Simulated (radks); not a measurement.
**The series with 15 electrons, P to Zn¹⁵⁺**

Aim: how levels and radii change as the nucleus grows at a fixed number of electrons, each ion in its NIST ground configuration.

Program: radks (a radial shooting solver on a logarithmic mesh, Libxc functionals) version 1. Level of theory: scalar-relativistic Kohn-Sham, r2SCAN, spin-polarised, spherical densities, finite nucleus; open shells are filled with parallel spins first. These are calculated values, not measurements, unless marked.

### 1 Starting point

- electrons: 15
- ions: P, S⁺, Cl²⁺, Ar³⁺, K⁴⁺, Ca⁵⁺, Sc⁶⁺, Ti⁷⁺, V⁸⁺, Cr⁹⁺, Mn¹⁰⁺, Fe¹¹⁺, Co¹²⁺, Ni¹³⁺, Cu¹⁴⁺, Zn¹⁵⁺
- configuration: NIST ground configuration of each

### 2 P, [Ne] 3s2 3p3

Input:

```text
Z 15
configuration [Ne] 3s2 3p3
relativity scalar-relativistic
functional r2scan,r2scan
spin polarised
nucleus finite rms 3.1889 fm
c 137.035999084
```

### 3 S⁺, [Ne] 3s2 3p3

Input:

```text
Z 16
configuration [Ne] 3s2 3p3 4s0 3d0
relativity scalar-relativistic
functional r2scan,r2scan
spin polarised
nucleus finite rms 3.2611 fm
c 137.035999084
```

### 4 Cl²⁺, [Ne] 3s2 3p3

Input:

```text
Z 17
configuration [Ne] 3s2 3p3 4s0 3d0
relativity scalar-relativistic
functional r2scan,r2scan
spin polarised
nucleus finite rms 3.3654 fm
c 137.035999084
```

### 5 Ar³⁺, [Ne] 3s2 3p3

Input:

```text
Z 18
configuration [Ne] 3s2 3p3 4s0 3d0
relativity scalar-relativistic
functional r2scan,r2scan
spin polarised
nucleus finite rms 3.4274 fm
c 137.035999084
```

### 6 K⁴⁺, [Ne] 3s2 3p3

Input:

```text
Z 19
configuration [Ne] 3s2 3p3 4s0 3d0
relativity scalar-relativistic
functional r2scan,r2scan
spin polarised
nucleus finite rms 3.4349 fm
c 137.035999084
```

### 7 Ca⁵⁺, [Ne] 3s2 3p3

Input:

```text
Z 20
configuration [Ne] 3s2 3p3 4s0 3d0
relativity scalar-relativistic
functional r2scan,r2scan
spin polarised
nucleus finite rms 3.4776 fm
c 137.035999084
```

### 8 Sc⁶⁺, [Ne] 3s2 3p3

Input:

```text
Z 21
configuration [Ne] 3s2 3p3 4s0 3d0
relativity scalar-relativistic
functional r2scan,r2scan
spin polarised
nucleus finite rms 3.5459 fm
c 137.035999084
```

### 9 Ti⁷⁺, [Ne] 3s2 3p3

Input:

```text
Z 22
configuration [Ne] 3s2 3p3 4s0 3d0
relativity scalar-relativistic
functional r2scan,r2scan
spin polarised
nucleus finite rms 3.5921 fm
c 137.035999084
```

### 10 V⁸⁺, [Ne] 3s2 3p3

Input:

```text
Z 23
configuration [Ne] 3s2 3p3 4s0 3d0
relativity scalar-relativistic
functional r2scan,r2scan
spin polarised
nucleus finite rms 3.6002 fm
c 137.035999084
```

### 11 Cr⁹⁺, [Ne] 3s2 3p3

Input:

```text
Z 24
configuration [Ne] 3s2 3p3 4s0 3d0
relativity scalar-relativistic
functional r2scan,r2scan
spin polarised
nucleus finite rms 3.6452 fm
c 137.035999084
```

### 12 Mn¹⁰⁺, [Ne] 3s2 3p3

Input:

```text
Z 25
configuration [Ne] 3s2 3p3 4s0 3d0
relativity scalar-relativistic
functional r2scan,r2scan
spin polarised
nucleus finite rms 3.7057 fm
c 137.035999084
```

### 13 Fe¹¹⁺, [Ne] 3s2 3p3

Input:

```text
Z 26
configuration [Ne] 3s2 3p3 4s0 3d0
relativity scalar-relativistic
functional r2scan,r2scan
spin polarised
nucleus finite rms 3.7377 fm
c 137.035999084
```

### 14 Co¹²⁺, [Ne] 3s2 3p3

Input:

```text
Z 27
configuration [Ne] 3s2 3p3 4s0 3d0
relativity scalar-relativistic
functional r2scan,r2scan
spin polarised
nucleus finite rms 3.7875 fm
c 137.035999084
```

### 15 Ni¹³⁺, [Ne] 3s2 3p3

Input:

```text
Z 28
configuration [Ne] 3s2 3p3 4s0 3d0
relativity scalar-relativistic
functional r2scan,r2scan
spin polarised
nucleus finite rms 3.7757 fm
c 137.035999084
```

### 16 Cu¹⁴⁺, [Ne] 3s2 3p3

Input:

```text
Z 29
configuration [Ne] 3s2 3p3 4s0 3d0
relativity scalar-relativistic
functional r2scan,r2scan
spin polarised
nucleus finite rms 3.8823 fm
c 137.035999084
```

### 17 Zn¹⁵⁺, [Ne] 3s2 3p3

Input:

```text
Z 30
configuration [Ne] 3s2 3p3 4s0 3d0
relativity scalar-relativistic
functional r2scan,r2scan
spin polarised
nucleus finite rms 3.9283 fm
c 137.035999084
```

Q: Predict the outcome of this session. Wanted: for each run, ion; E; ε(2p down); ε(3s up); ε(3s down); ε(3p up); ε(3p down, empty); <r>(3p up).

**Answer**, as computed:

| ion | E (hartree) | ε(2p down) (eV) | ε(3s up) (eV) | ε(3s down) (eV) | ε(3p up) (eV) | ε(3p down, empty) (eV) | <r>(3p up) (bohr) |
| --- | --- | --- | --- | --- | --- | --- | --- |
| P | -342.10912 | -126.09 | -15.683 | -12.027 | -6.684 | -3.246 | 2.308 |
| S⁺ | -398.85288 | -170.19 | -29.976 | -25.363 | -18.461 | -14.139 | 1.865 |
| Cl²⁺ | -460.25761 | -221.79 | -47.804 | -42.310 | -33.765 | -28.603 | 1.585 |
| Ar³⁺ | -526.31947 | -280.63 | -68.972 | -62.642 | -52.402 | -46.427 | 1.385 |
| K⁴⁺ | -597.04069 | -346.58 | -93.389 | -86.250 | -74.275 | -67.504 | 1.234 |
| Ca⁵⁺ | -672.42691 | -419.57 | -121.01 | -113.08 | -99.329 | -91.775 | 1.115 |
| Sc⁶⁺ | -752.48604 | -499.56 | -151.79 | -143.09 | -127.53 | -119.20 | 1.017 |
| Ti⁷⁺ | -837.22776 | -586.52 | -185.73 | -176.27 | -158.86 | -149.76 | 0.9365 |
| V⁸⁺ | -926.66306 | -680.44 | -222.82 | -212.60 | -193.30 | -183.43 | 0.8679 |
| Cr⁹⁺ | -1020.80399 | -781.32 | -263.05 | -252.07 | -230.84 | -220.21 | 0.8090 |
| Mn¹⁰⁺ | -1119.66374 | -889.14 | -306.42 | -294.70 | -271.48 | -260.09 | 0.7578 |
| Fe¹¹⁺ | -1223.25649 | -1003.9 | -352.93 | -340.47 | -315.21 | -303.07 | 0.7128 |
| Co¹²⁺ | -1331.59721 | -1125.6 | -402.60 | -389.40 | -362.04 | -349.14 | 0.6730 |
| Ni¹³⁺ | -1444.70204 | -1254.3 | -455.42 | -441.49 | -411.96 | -398.30 | 0.6374 |
| Cu¹⁴⁺ | -1562.58719 | -1390.0 | -511.40 | -496.73 | -464.97 | -450.56 | 0.6055 |
| Zn¹⁵⁺ | -1685.27086 | -1532.6 | -570.56 | -555.16 | -521.08 | -505.92 | 0.5766 |

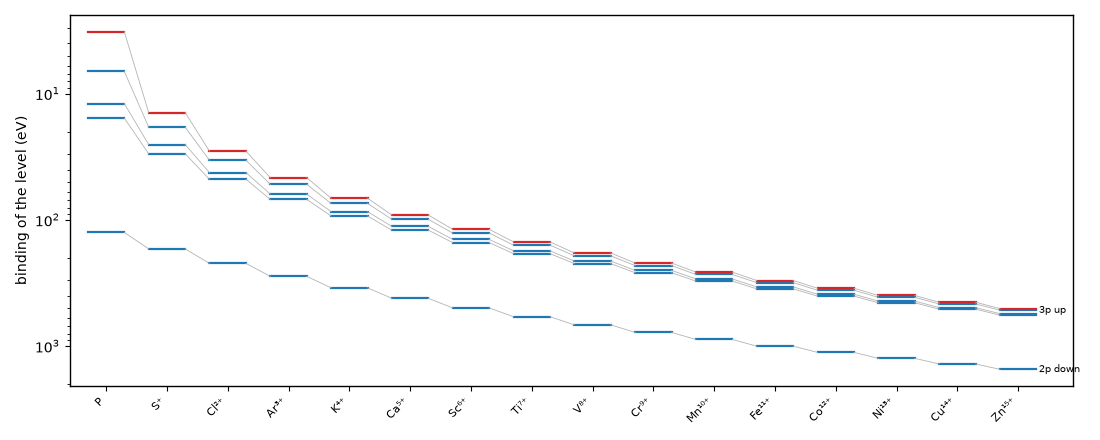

The outer levels along the series, on a logarithmic scale; empty levels red.

**Reading.** From P to Zn¹⁵⁺ the 3p up level deepens by a factor 78.0 and shrinks by a factor 4.00. The order of these tabulated levels, which need not hold every outer shell, does not change along the series.
